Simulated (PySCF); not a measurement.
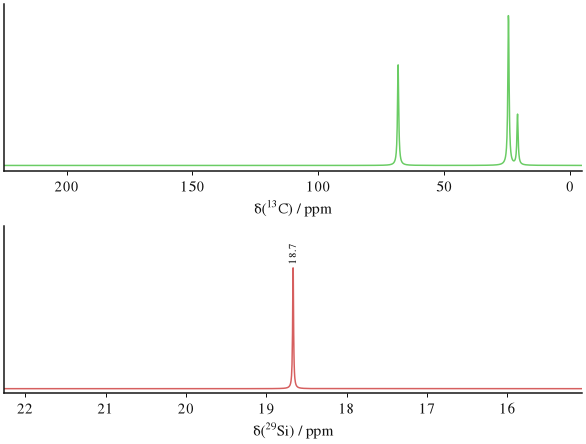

GIAO shifts, PBE0/pcSseg-1 (IEF-PCM acetonitrile) in PySCF 2.14.0, at a PBE0-D3(BJ)/def2-SVP geometry (no frequency check), against TMS for ¹³C and TMS for ²⁹Si computed at the same level. fully decoupled, line heights follow the number of nuclei, widths are arbitrary (no quadrupolar broadening); values of one conformer, averaged over nuclei that symmetry, rotation about single bonds or ring flips exchange, these motions taken as fast; other conformers aren't averaged in.

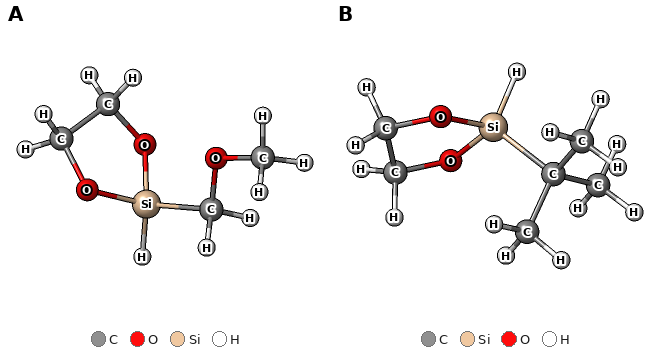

Which structure fits the spectrum? The candidates are drawn in the second picture.

Answer. Structure B, C₆H₁₄O₂Si, SMILES CC(C)(C)[SiH]1OCCO1. Its ¹³C signals: 68.3 (2 C), 24.4 (3 C), 20.8 (1 C) ppm. Its ²⁹Si signals: 18.7 (1 Si) ppm.
